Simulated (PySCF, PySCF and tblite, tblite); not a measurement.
# C₂H₇N₃OSi₂: a scan of pyramidal angle, part 2 of 2

PySCF and tblite. Atoms count from 0.

## Step 9: Shieldings, coordinate held at 4.3: PBE0/pcSseg-1

What the job is given:

```
{"job": {"kind": "nmr", "xc": "PBE0", "basis": "pcSseg-1", "every": 1, "pop": false}, "charge": 0, "multiplicity": 1}
N      4.045280     0.016437     0.221178
C      2.961100    -0.129546    -0.117623
Si     1.217211    -0.431900    -0.727194
N      0.402938     1.060264    -0.862970
C     -0.920380     1.192502    -0.283696
Si    -1.117832    -0.178504     1.030155
O     -2.541633    -0.961238     1.015091
N      0.212912    -1.138871     0.488225
H      1.301890    -1.307357    -1.904376
H      0.624703     1.748119    -1.564047
H     -1.020591     2.188680     0.154691
H     -1.693630     1.115395    -1.060180
H     -1.039642     0.266135     2.412137
H     -2.868883    -1.401686     0.234496
H      0.459766    -2.006041     0.929251
```

Standard output:

```text
coarse grid: 14032 points
cycle   1  E = -898.1430071065  dE =  1.134e+00  |g| = 8.972e-01  |ddm| = 3.758e+00
cycle   2  E = -897.9199451861  dE =  2.231e-01  |g| = 1.385e+00  |ddm| = 1.657e+00
cycle   3  E = -898.2869019246  dE = -3.670e-01  |g| = 2.475e-01  |ddm| = 1.110e+00
cycle   4  E = -898.2982665742  dE = -1.136e-02  |g| = 9.438e-02  |ddm| = 1.778e-01
cycle   5  E = -898.3000995077  dE = -1.833e-03  |g| = 1.955e-02  |ddm| = 6.530e-02
cycle   6  E = -898.3001728343  dE = -7.333e-05  |g| = 6.057e-03  |ddm| = 1.788e-02
cycle   7  E = -898.3001801439  dE = -7.310e-06  |g| = 1.799e-03  |ddm| = 6.049e-03
final grid: 128056 points
cycle   8  E = -898.3505013683  dE = -1.567e-05  |g| = 1.136e-02  |ddm| = 2.148e-02
cycle   9  E = -898.3504653823  dE =  3.599e-05  |g| = 1.761e-02  |ddm| = 2.168e-02
cycle  10  E = -898.3505269799  dE = -6.160e-05  |g| = 1.321e-03  |ddm| = 1.320e-02
cycle  11  E = -898.3505272709  dE = -2.910e-07  |g| = 6.580e-04  |ddm| = 1.066e-03
cycle  12  E = -898.3505273583  dE = -8.739e-08  |g| = 1.653e-04  |ddm| = 4.367e-04
cycle  13  E = -898.3505273639  dE = -5.557e-09  |g| = 4.078e-05  |ddm| = 1.334e-04
cycle  14  E = -898.3505273642  dE = -3.329e-10  |g| = 1.271e-05  |ddm| = 4.031e-05
converged SCF energy = -898.3505273642

GIAO shielding tensors (ppm)
atom      isotropic    diamagn.    paramagn.     s11        s22        s33       span
  0 N      -82.807     337.968    -420.775   -284.367   -256.595    292.541    576.907
  1 C       60.204     262.569    -202.365    -54.655    -54.194    289.461    344.116
  2 Si     399.059     880.336    -481.277    355.502    393.405    448.271     92.768
  3 N      254.496     323.642     -69.146    205.183    248.194    310.110    104.927
  4 C      154.376     251.271     -96.895    134.832    147.027    181.271     46.438
  5 Si     366.767     879.090    -512.322    344.843    363.959    391.500     46.657
  6 O      284.674     386.289    -101.615    254.388    286.666    312.967     58.579
  7 N      227.040     327.792    -100.751    200.154    228.031    252.935     52.781
  8 H       26.366      28.305      -1.939     22.741     24.060     32.296      9.555
  9 H       31.524      32.035      -0.511     21.235     29.376     43.961     22.726
 10 H       28.808      30.156      -1.348     23.710     27.355     35.360     11.650
 11 H       29.229      30.894      -1.665     23.967     27.428     36.292     12.325
 12 H       26.598      29.023      -2.425     22.614     24.475     32.706     10.092
 13 H       29.958      31.316      -1.358     22.186     24.871     42.817     20.631
 14 H       30.688      31.682      -0.994     23.345     26.877     41.842     18.496
```

It took 23 s on 1 thread of Arm Neoverse V1, shared host; peak memory 0.85 GiB.

This run: HOMO -7.24 eV, LUMO -0.64 eV; dipole 4.62 D.

## Step 10: Shieldings, coordinate held at -5.9: PBE0/pcSseg-1

What the job is given:

```
{"job": {"kind": "nmr", "xc": "PBE0", "basis": "pcSseg-1", "every": 1, "pop": false}, "charge": 0, "multiplicity": 1}
N      4.077988     0.053383     0.106613
C      2.979710    -0.119052    -0.167844
Si     1.214863    -0.445035    -0.697886
N      0.400654     1.043833    -0.858547
C     -0.916668     1.196640    -0.272315
Si    -1.134382    -0.174465     1.038799
O     -2.537713    -0.991175     0.956853
N      0.260594    -1.091073     0.588543
H      1.259164    -1.352076    -1.854479
H      0.632948     1.729434    -1.557983
H     -0.997955     2.193375     0.168855
H     -1.694533     1.135473    -1.045963
H     -1.128076     0.267013     2.423798
H     -2.843877    -1.405326     0.153538
H      0.422327    -2.015897     0.943181
```

Standard output:

```text
coarse grid: 14032 points
cycle   1  E = -898.1424461745  dE =  1.134e+00  |g| = 8.980e-01  |ddm| = 3.756e+00
cycle   2  E = -897.9204634109  dE =  2.220e-01  |g| = 1.384e+00  |ddm| = 1.657e+00
cycle   3  E = -898.2867395432  dE = -3.663e-01  |g| = 2.464e-01  |ddm| = 1.107e+00
cycle   4  E = -898.2979896950  dE = -1.125e-02  |g| = 9.422e-02  |ddm| = 1.770e-01
cycle   5  E = -898.2998171053  dE = -1.827e-03  |g| = 1.943e-02  |ddm| = 6.496e-02
cycle   6  E = -898.2998896204  dE = -7.252e-05  |g| = 6.025e-03  |ddm| = 1.779e-02
cycle   7  E = -898.2998968490  dE = -7.229e-06  |g| = 1.794e-03  |ddm| = 6.003e-03
final grid: 128056 points
cycle   8  E = -898.3502409441  dE = -1.646e-05  |g| = 1.127e-02  |ddm| = 2.201e-02
cycle   9  E = -898.3502055238  dE =  3.542e-05  |g| = 1.747e-02  |ddm| = 2.155e-02
cycle  10  E = -898.3502662564  dE = -6.073e-05  |g| = 1.263e-03  |ddm| = 1.311e-02
cycle  11  E = -898.3502665154  dE = -2.590e-07  |g| = 6.519e-04  |ddm| = 1.041e-03
cycle  12  E = -898.3502666010  dE = -8.554e-08  |g| = 1.689e-04  |ddm| = 4.327e-04
cycle  13  E = -898.3502666067  dE = -5.773e-09  |g| = 4.185e-05  |ddm| = 1.345e-04
cycle  14  E = -898.3502666071  dE = -3.497e-10  |g| = 1.265e-05  |ddm| = 4.049e-05
converged SCF energy = -898.3502666071

GIAO shielding tensors (ppm)
atom      isotropic    diamagn.    paramagn.     s11        s22        s33       span
  0 N      -82.625     337.936    -420.561   -284.515   -256.811    293.451    577.966
  1 C       60.175     262.430    -202.255    -54.655    -54.218    289.398    344.053
  2 Si     398.721     880.392    -481.671    356.780    390.809    448.573     91.792
  3 N      254.617     323.711     -69.094    204.838    248.223    310.790    105.952
  4 C      154.145     251.150     -97.005    134.694    147.117    180.625     45.931
  5 Si     366.648     879.003    -512.356    347.355    363.179    389.409     42.053
  6 O      283.706     386.451    -102.745    255.062    285.296    310.761     55.699
  7 N      227.043     327.615    -100.572    201.191    227.585    252.353     51.162
  8 H       26.341      28.464      -2.124     22.730     24.071     32.222      9.492
  9 H       31.538      32.156      -0.618     21.220     29.430     43.965     22.745
 10 H       28.771      30.119      -1.348     23.620     27.322     35.371     11.750
 11 H       29.226      30.859      -1.633     23.977     27.424     36.278     12.301
 12 H       26.612      28.831      -2.220     22.590     24.443     32.803     10.213
 13 H       29.971      31.438      -1.467     22.237     24.873     42.803     20.566
 14 H       30.744      31.561      -0.818     23.413     26.937     41.881     18.468
```

Wall time 23 s (1 thread of Arm Neoverse V1, shared host); peak memory 0.85 GiB.

This run: HOMO -7.22 eV, LUMO -0.62 eV; dipole 4.80 D.

## Step 11: Shieldings, coordinate held at -1.9: PBE0/pcSseg-1

What the job is given:

```
{"job": {"kind": "nmr", "xc": "PBE0", "basis": "pcSseg-1", "every": 1, "pop": false}, "charge": 0, "multiplicity": 1}
N      4.054442     0.018248     0.197862
C      2.968274    -0.130092    -0.133180
Si     1.217689    -0.433226    -0.722796
N      0.400543     1.056544    -0.867291
C     -0.921379     1.191959    -0.285431
Si    -1.120062    -0.174676     1.033297
O     -2.534349    -0.975159     1.005772
N      0.241753    -1.112145     0.530439
H      1.284244    -1.316680    -1.895582
H      0.622299     1.741157    -1.571501
H     -1.019786     2.188579     0.152357
H     -1.695885     1.113792    -1.060913
H     -1.066245     0.272829     2.415718
H     -2.861592    -1.406437     0.220083
H      0.429702    -2.023230     0.906853
```

Standard output:

```text
coarse grid: 14032 points
cycle   1  E = -898.1426540756  dE =  1.133e+00  |g| = 8.976e-01  |ddm| = 3.757e+00
cycle   2  E = -897.9204732745  dE =  2.222e-01  |g| = 1.384e+00  |ddm| = 1.655e+00
cycle   3  E = -898.2868133283  dE = -3.663e-01  |g| = 2.468e-01  |ddm| = 1.106e+00
cycle   4  E = -898.2981039826  dE = -1.129e-02  |g| = 9.421e-02  |ddm| = 1.773e-01
cycle   5  E = -898.2999305198  dE = -1.827e-03  |g| = 1.949e-02  |ddm| = 6.506e-02
cycle   6  E = -898.3000034962  dE = -7.298e-05  |g| = 6.036e-03  |ddm| = 1.784e-02
cycle   7  E = -898.3000107479  dE = -7.252e-06  |g| = 1.798e-03  |ddm| = 6.023e-03
final grid: 128056 points
cycle   8  E = -898.3503513329  dE = -1.584e-05  |g| = 1.134e-02  |ddm| = 2.160e-02
cycle   9  E = -898.3503154246  dE =  3.591e-05  |g| = 1.758e-02  |ddm| = 2.167e-02
cycle  10  E = -898.3503768702  dE = -6.145e-05  |g| = 1.305e-03  |ddm| = 1.318e-02
cycle  11  E = -898.3503771523  dE = -2.820e-07  |g| = 6.570e-04  |ddm| = 1.059e-03
cycle  12  E = -898.3503772393  dE = -8.705e-08  |g| = 1.666e-04  |ddm| = 4.363e-04
cycle  13  E = -898.3503772449  dE = -5.628e-09  |g| = 4.106e-05  |ddm| = 1.339e-04
cycle  14  E = -898.3503772453  dE = -3.356e-10  |g| = 1.265e-05  |ddm| = 4.028e-05
converged SCF energy = -898.3503772453

GIAO shielding tensors (ppm)
atom      isotropic    diamagn.    paramagn.     s11        s22        s33       span
  0 N      -82.327     337.961    -420.288   -283.318   -256.831    293.167    576.485
  1 C       60.153     262.521    -202.368    -54.606    -54.341    289.406    344.012
  2 Si     398.919     880.361    -481.442    356.858    391.947    447.953     91.095
  3 N      254.827     323.628     -68.801    205.240    248.805    310.436    105.196
  4 C      154.198     251.242     -97.044    134.936    146.749    180.909     45.974
  5 Si     366.800     879.054    -512.253    346.415    363.729    390.257     43.842
  6 O      284.839     386.382    -101.543    255.296    286.049    313.171     57.875
  7 N      227.197     327.744    -100.547    200.669    227.970    252.952     52.284
  8 H       26.358      28.367      -2.009     22.743     24.056     32.275      9.532
  9 H       31.535      32.042      -0.507     21.239     29.389     43.977     22.738
 10 H       28.796      30.134      -1.337     23.685     27.341     35.363     11.678
 11 H       29.229      30.880      -1.651     23.954     27.436     36.295     12.341
 12 H       26.599      28.963      -2.364     22.585     24.468     32.745     10.160
 13 H       29.978      31.384      -1.407     22.215     24.849     42.869     20.654
 14 H       30.732      31.677      -0.945     23.387     26.927     41.882     18.495
```

Wall time 23 s (1 thread of Arm Neoverse V1, shared host); peak memory 0.85 GiB.

In short: HOMO -7.23 eV, LUMO -0.63 eV; dipole 4.82 D.

## Step 12: Shieldings, coordinate held at 2.3: PBE0/pcSseg-1

What the job is given:

```
{"job": {"kind": "nmr", "xc": "PBE0", "basis": "pcSseg-1", "every": 1, "pop": false}, "charge": 0, "multiplicity": 1}
N      4.049559     0.017611     0.213704
C      2.964284    -0.128422    -0.121440
Si     1.218601    -0.430402    -0.725837
N      0.401255     1.059487    -0.865642
C     -0.921105     1.192748    -0.284491
Si    -1.118024    -0.177198     1.031140
O     -2.538271    -0.966596     1.011212
N      0.224407    -1.128236     0.502385
H      1.297268    -1.307643    -1.901767
H      0.622269     1.746564    -1.567627
H     -1.021300     2.189933     0.151748
H     -1.695448     1.115159    -1.060004
H     -1.050451     0.267941     2.413771
H     -2.866990    -1.401627     0.228238
H      0.453623    -2.010539     0.922220
```

Standard output:

```text
coarse grid: 14032 points
cycle   1  E = -898.1429174099  dE =  1.134e+00  |g| = 8.974e-01  |ddm| = 3.757e+00
cycle   2  E = -897.9202075795  dE =  2.227e-01  |g| = 1.385e+00  |ddm| = 1.656e+00
cycle   3  E = -898.2869095478  dE = -3.667e-01  |g| = 2.473e-01  |ddm| = 1.109e+00
cycle   4  E = -898.2982487300  dE = -1.134e-02  |g| = 9.432e-02  |ddm| = 1.776e-01
cycle   5  E = -898.3000794490  dE = -1.831e-03  |g| = 1.954e-02  |ddm| = 6.522e-02
cycle   6  E = -898.3001527069  dE = -7.326e-05  |g| = 6.058e-03  |ddm| = 1.788e-02
cycle   7  E = -898.3001600146  dE = -7.308e-06  |g| = 1.798e-03  |ddm| = 6.043e-03
final grid: 128056 points
cycle   8  E = -898.3504907376  dE = -1.575e-05  |g| = 1.134e-02  |ddm| = 2.150e-02
cycle   9  E = -898.3504548178  dE =  3.592e-05  |g| = 1.759e-02  |ddm| = 2.166e-02
cycle  10  E = -898.3505162974  dE = -6.148e-05  |g| = 1.315e-03  |ddm| = 1.319e-02
cycle  11  E = -898.3505165850  dE = -2.876e-07  |g| = 6.574e-04  |ddm| = 1.063e-03
cycle  12  E = -898.3505166722  dE = -8.721e-08  |g| = 1.656e-04  |ddm| = 4.364e-04
cycle  13  E = -898.3505166778  dE = -5.570e-09  |g| = 4.088e-05  |ddm| = 1.335e-04
cycle  14  E = -898.3505166781  dE = -3.336e-10  |g| = 1.268e-05  |ddm| = 4.028e-05
converged SCF energy = -898.3505166781

GIAO shielding tensors (ppm)
atom      isotropic    diamagn.    paramagn.     s11        s22        s33       span
  0 N      -82.683     337.963    -420.646   -283.989   -256.780    292.719    576.708
  1 C       60.194     262.538    -202.345    -54.610    -54.257    289.448    344.058
  2 Si     399.082     880.349    -481.267    356.106    393.005    448.135     92.029
  3 N      254.687     323.631     -68.943    205.301    248.423    310.338    105.037
  4 C      154.300     251.237     -96.937    134.806    146.945    181.149     46.342
  5 Si     366.927     879.060    -512.133    345.560    364.029    391.193     45.632
  6 O      284.647     386.317    -101.670    254.642    286.347    312.952     58.311
  7 N      227.065     327.781    -100.716    200.223    228.014    252.957     52.734
  8 H       26.366      28.333      -1.967     22.743     24.060     32.295      9.551
  9 H       31.532      32.034      -0.502     21.232     29.388     43.976     22.743
 10 H       28.802      30.142      -1.340     23.698     27.348     35.360     11.662
 11 H       29.229      30.890      -1.661     23.969     27.428     36.290     12.320
 12 H       26.597      28.991      -2.394     22.599     24.476     32.716     10.117
 13 H       29.963      31.340      -1.377     22.196     24.855     42.838     20.641
 14 H       30.699      31.679      -0.980     23.355     26.891     41.850     18.495
```

It took 23 s on 1 thread of Arm Neoverse V1, shared host; peak memory 0.85 GiB.

Key values: HOMO -7.23 eV, LUMO -0.64 eV; dipole 4.68 D.

## Step 13: Shieldings, coordinate held at 6.1: PBE0/pcSseg-1

What the job is given:

```
{"job": {"kind": "nmr", "xc": "PBE0", "basis": "pcSseg-1", "every": 1, "pop": false}, "charge": 0, "multiplicity": 1}
N      4.044322     0.016096     0.221755
C      2.959980    -0.129636    -0.116474
Si     1.216653    -0.432020    -0.727492
N      0.403485     1.060868    -0.861872
C     -0.920234     1.192820    -0.282944
Si    -1.118034    -0.179808     1.029344
O     -2.543762    -0.959060     1.015928
N      0.203835    -1.146644     0.476899
H      1.304540    -1.306816    -1.904721
H      0.624785     1.748443    -1.563544
H     -1.021020     2.189319     0.155068
H     -1.692915     1.114621    -1.059678
H     -1.035982     0.265421     2.410668
H     -2.868269    -1.401798     0.235622
H      0.465823    -1.999417     0.936579
```

Standard output:

```text
coarse grid: 14032 points
cycle   1  E = -898.1429995534  dE =  1.134e+00  |g| = 8.971e-01  |ddm| = 3.758e+00
cycle   2  E = -897.9194744363  dE =  2.235e-01  |g| = 1.386e+00  |ddm| = 1.658e+00
cycle   3  E = -898.2868372294  dE = -3.674e-01  |g| = 2.477e-01  |ddm| = 1.112e+00
cycle   4  E = -898.2982224126  dE = -1.139e-02  |g| = 9.445e-02  |ddm| = 1.779e-01
cycle   5  E = -898.3000576315  dE = -1.835e-03  |g| = 1.957e-02  |ddm| = 6.538e-02
cycle   6  E = -898.3001310930  dE = -7.346e-05  |g| = 6.065e-03  |ddm| = 1.790e-02
cycle   7  E = -898.3001384259  dE = -7.333e-06  |g| = 1.799e-03  |ddm| = 6.059e-03
final grid: 128056 points
cycle   8  E = -898.3504408505  dE = -1.563e-05  |g| = 1.136e-02  |ddm| = 2.148e-02
cycle   9  E = -898.3504048888  dE =  3.596e-05  |g| = 1.761e-02  |ddm| = 2.168e-02
cycle  10  E = -898.3504664599  dE = -6.157e-05  |g| = 1.324e-03  |ddm| = 1.321e-02
cycle  11  E = -898.3504667525  dE = -2.925e-07  |g| = 6.582e-04  |ddm| = 1.067e-03
cycle  12  E = -898.3504668399  dE = -8.745e-08  |g| = 1.652e-04  |ddm| = 4.367e-04
cycle  13  E = -898.3504668455  dE = -5.543e-09  |g| = 4.074e-05  |ddm| = 1.334e-04
cycle  14  E = -898.3504668458  dE = -3.288e-10  |g| = 1.273e-05  |ddm| = 4.033e-05
converged SCF energy = -898.3504668458

GIAO shielding tensors (ppm)
atom      isotropic    diamagn.    paramagn.     s11        s22        s33       span
  0 N      -82.977     337.965    -420.942   -284.800   -256.518    292.387    577.187
  1 C       60.256     262.589    -202.332    -54.634    -54.072    289.474    344.108
  2 Si     399.021     880.330    -481.309    355.022    393.613    448.427     93.405
  3 N      254.309     323.648     -69.339    205.030    247.886    310.010    104.980
  4 C      154.379     251.289     -96.910    134.828    147.005    181.303     46.476
  5 Si     366.569     879.108    -512.539    344.102    363.985    391.621     47.519
  6 O      284.585     386.272    -101.687    254.057    286.912    312.786     58.729
  7 N      227.100     327.780    -100.680    200.119    228.198    252.984     52.865
  8 H       26.368      28.297      -1.928     22.740     24.065     32.300      9.559
  9 H       31.516      32.030      -0.514     21.230     29.368     43.949     22.719
 10 H       28.806      30.157      -1.350     23.711     27.353     35.355     11.644
 11 H       29.231      30.904      -1.674     23.976     27.426     36.290     12.314
 12 H       26.601      29.041      -2.440     22.627     24.477     32.699     10.072
 13 H       29.961      31.309      -1.348     22.185     24.897     42.801     20.616
 14 H       30.690      31.688      -0.998     23.346     26.873     41.851     18.505
```

It took 23 s on 1 thread of Arm Neoverse V1, shared host; peak memory 0.85 GiB.

In short: HOMO -7.24 eV, LUMO -0.65 eV; dipole 4.56 D.

## Step 14: The scan in numbers

What the job is given:

```
{"job": {"smiles": "N#C[Si@@H]1NC[Si@@H](O)N1", "charge": 0, "mult": 1, "motion": "pyramidal angle", "what": "nitrogen in a ring", "atoms": [7], "drives": [{"terms": [["t", [14, 5, 2, 7], 0.3333333333333333], ["t", [5, 2, 14, 7], 0.3333333333333333], ["t", [2, 14, 5, 7], 0.3333333333333333]], "values": [-1.3, -1, -0.7, -0.35, 0, 0.35, 0.7, 1, 1.3], "scaled": true}], "study": "scan", "seed": 505, "jobs": [{"kind": "nmr", "xc": "PBE0", "basis": "pcSseg-1", "every": 1}], "xc": "PBE0", "basis": "pcSseg-1", "kind": "scan"}, "charge": 0, "multiplicity": 1}
N      4.041142     0.013366     0.221962
C      2.957191    -0.133931    -0.116937
Si     1.213973    -0.434903    -0.728837
N      0.402493     1.059137    -0.860562
C     -0.920831     1.191251    -0.281274
Si    -1.118229    -0.180715     1.031248
O     -2.544987    -0.958021     1.019295
N      0.202843    -1.148410     0.477622
H      1.297741    -1.307423    -1.908107
H      0.621618     1.743412    -1.565953
H     -1.020755     2.187624     0.156686
H     -1.693830     1.113774    -1.057731
H     -1.035826     0.264622     2.412837
H     -2.872161    -1.400792     0.240009
H      0.465204    -2.001000     0.937828
```

Standard output:

```text
coordinate    xTB      DFT (kcal/mol)
    -7.60    0.367    0.285
    -5.90    0.277    0.172
    -4.00    0.223    0.185
    -1.90    0.142    0.099
     0.20    0.080    0.057
     2.30    0.034    0.009
     4.30    0.007    0.000
     6.10    0.000    0.037
     7.90    0.008    0.102
```

It took 3.7 min on 1 thread of Arm Neoverse V1, shared host; peak memory 0.85 GiB. This counts the whole study up to here.

Shieldings (ppm) of atoms that vary much, hydrogens weighed ten times:

```tsv
coordinate (°)	DFT energy (kcal/mol)	O6	N0	H14	N3	Si2
-7.6	0.28	283.7	-82.4	30.76	254.5	398.4
-5.9	0.17	283.7	-82.6	30.74	254.6	398.7
-4.0	0.18	284.9	-82.4	30.75	254.9	398.8
-1.9	0.10	284.8	-82.3	30.73	254.8	398.9
0.2	0.06	284.8	-82.5	30.71	254.8	399.0
2.3	0.01	284.6	-82.7	30.70	254.7	399.1
4.3	0.00	284.7	-82.8	30.69	254.5	399.1
6.1	0.04	284.6	-83.0	30.69	254.3	399.0
7.9	0.10	284.3	-83.3	30.68	254.1	398.8
```

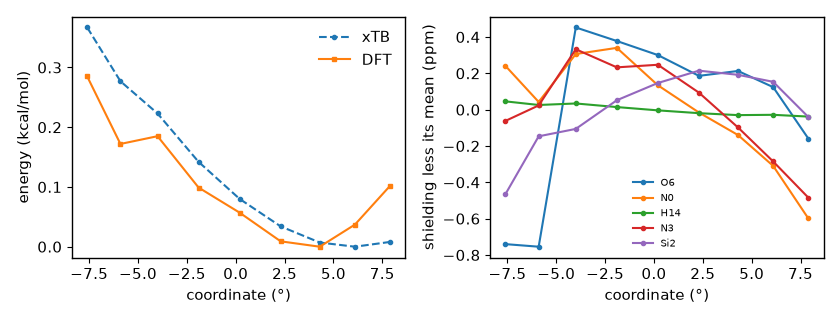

Energy and shieldings along the coordinate.

## Step 15: Results

The summary covers parts 1 to 2.

| quantity | value |
| --- | --- |
| energy range along the scan | DFT 0.28, xTB 0.37 kcal/mol |
| range of σ(O6) | 283.7 to 284.9 ppm |

In words: The DFT energy changes by 0.28 kcal/mol over the points computed, against kT of 0.59 kcal/mol at 298 K.
